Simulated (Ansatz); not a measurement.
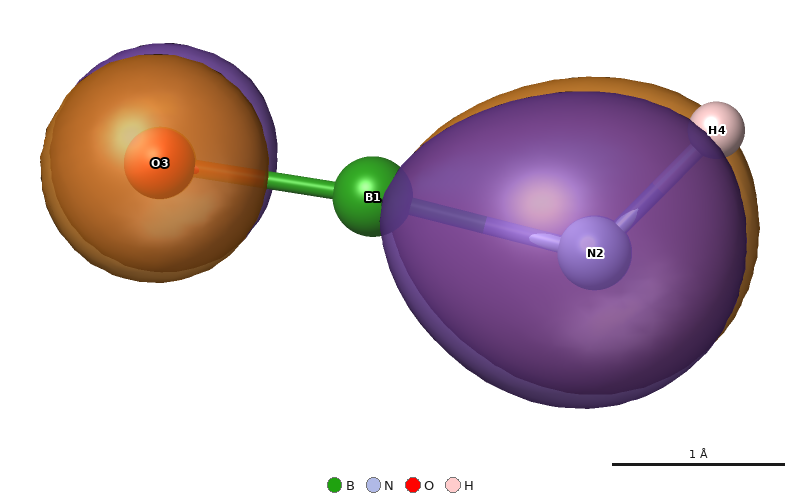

The picture shows: BHNO (SMILES N=B[O-]) (charge −1). The HOMO at ±0.15 Å⁻³ᐟ² (orange and purple are the two phases), seen at a tilt.

Geometry: B3LYP-D3(BJ)/def2-SVPD.

These are results of isolated molecule in a Gaussian basis; Kohn-Sham density functional theory, functional PBE0 (Ansatz 0.2.0), not measurements.

Q: Describe this orbital and give its energy.

A: Its weight (Hirshfeld) is mainly on N2 (about 60 %), O3 (about 20 %) and B1 (about 15 %); it changes sign across the molecular plane (π type); π-antibonding (a node) across B1–O3. Its energy is −0.73 eV.
